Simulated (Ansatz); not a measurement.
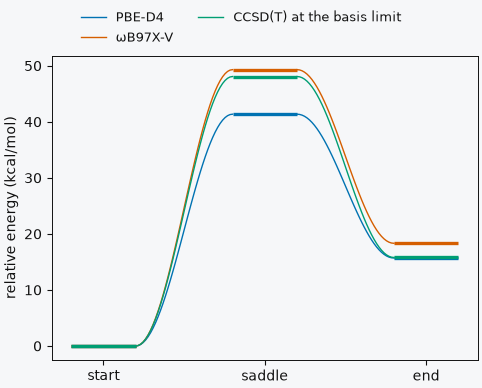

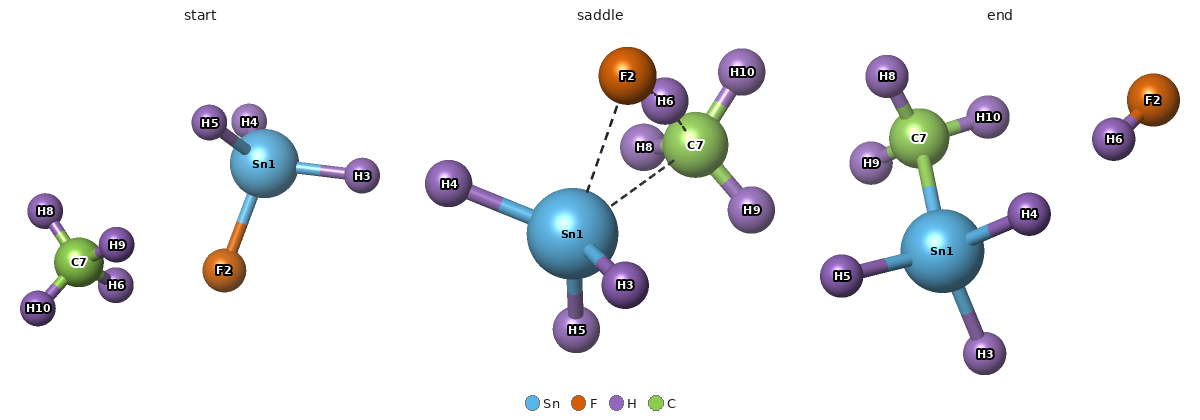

One elementary step of CH₇FSn, singlet: start, first-order saddle point (changing pairs dashed) and end. Electronic energies at PBE0-D4/def2-TZVP geometries, energies in def2-TZVPP, the Ansatz code 0.2.0; cores frozen in correlated methods, no zero-point terms. Start and end are the structures at the ends of the path (complexes, where there are several molecules). On heavy atoms the filled d shell below the valence is correlated. The limit is the MP2 basis limit plus CCSD(T) less MP2 in triple zeta. Lines between the levels only guide the eye.

> Which bonds change in the step?

Sn1–C7 (4.25 → 2.43 → 2.13 Å) and F2–H6 (2.52 → 1.21 → 0.93 Å) form; Sn1–F2 (1.93 → 2.25 → 3.60 Å) and H6–C7 (1.09 → 1.34 → 3.31 Å) break (lengths at start, saddle and end; changes of bond order aren't listed). The imaginary mode at the saddle is 1071.7i cm⁻¹ (PBE0-D4).

> Is the step uphill or downhill with PBE-D4?

Uphill by 15.7 kcal/mol in electronic energy, over a barrier of 41.4 kcal/mol.

> What are the heights of saddle and end over the start, in kcal/mol?

```csv
level,barrier,reverse barrier,step energy
PBE-D4,41.4,25.7,15.7
ωB97X-V,49.3,31.0,18.3
CCSD(T) at the basis limit,48.1,32.3,15.8
```

Caveats, for all or some of the runs: core potentials past krypton; spin-orbit coupling is left out, and with Sn it can shift these energies.
